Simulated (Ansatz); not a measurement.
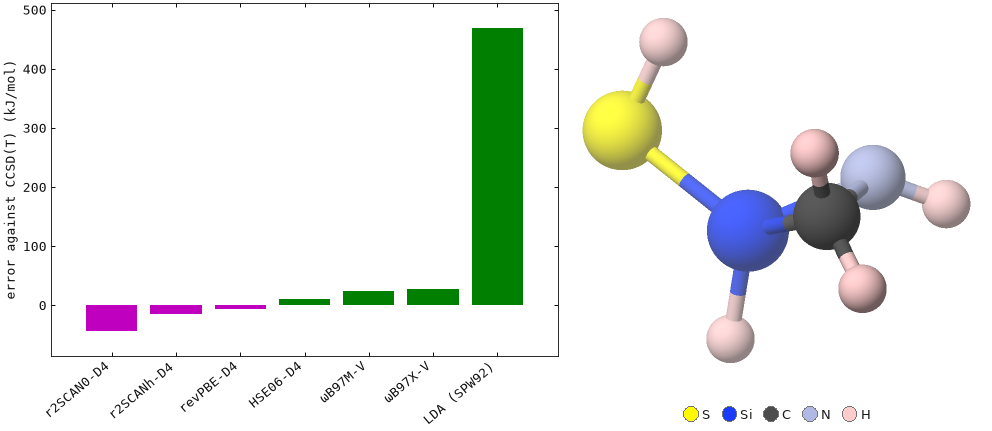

Error in the electronic atomisation energy (method less reference, so positive means overbinding) of CH₅NSSi, SMILES S[Si@@H]1CN1: functionals in def2-TZVPP against frozen-core CCSD(T) at the limit (MP2 extrapolated from triple and quadruple zeta, plus CCSD(T) less MP2 in a smaller set), which gives 3054.9 kJ/mol, at a PBE0-D4/def2-TZVP geometry (a minimum by its frequencies), no zero-point or spin-orbit term, the Ansatz code 0.2.0. The reference leaves out core correlation, a term that grows with the number of heavy atoms.

Q: Which of these levels overbind, and which underbind?

A: Overbind: ωB97M-V, ωB97X-V and LDA (SPW92). Underbind: r2SCAN0-D4. Within 20 kJ/mol of zero, too close to call in view of what the reference leaves out: r2SCANh-D4, revPBE-D4 and HSE06-D4.

Q: Give the values.

A:
```csv
level,kJ/mol
r2SCAN0-D4,−44.0
r2SCANh-D4,−14.0
revPBE-D4,−6.8
HSE06-D4,11.3
ωB97M-V,23.6
ωB97X-V,27.3
LDA (SPW92),469.7
```
